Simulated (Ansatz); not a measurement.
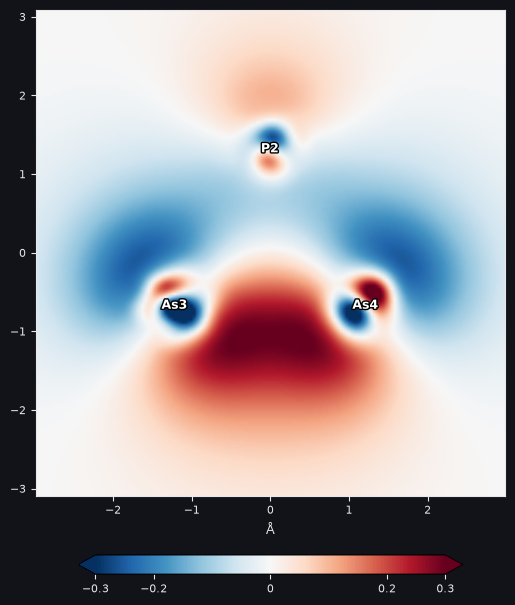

The picture shows: As₂P₂. The HOMO−1 on the plane of atoms As3, P2 and As4 (values in Å⁻³ᐟ²; the overall sign is arbitrary).

Geometry: r2SCAN-D4/def2-SVP.

Level of theory: RKS PBE0-D4/def2-TZVP (Ansatz 0.2.0).

```xyz
4

P    -0.9434   -0.9029   -0.4587
P    -0.6793    1.1659    0.3083
As    0.9810    0.2672   -1.0583
As    0.6417   -0.5301    1.2087
```

### Describe this orbital and give its energy.

By Hirshfeld shares it lies mainly on As3 (about 30 %), As4 (about 30 %), P1 (about 20 %) and P2 (about 20 %). Its energy is −7.24 eV.
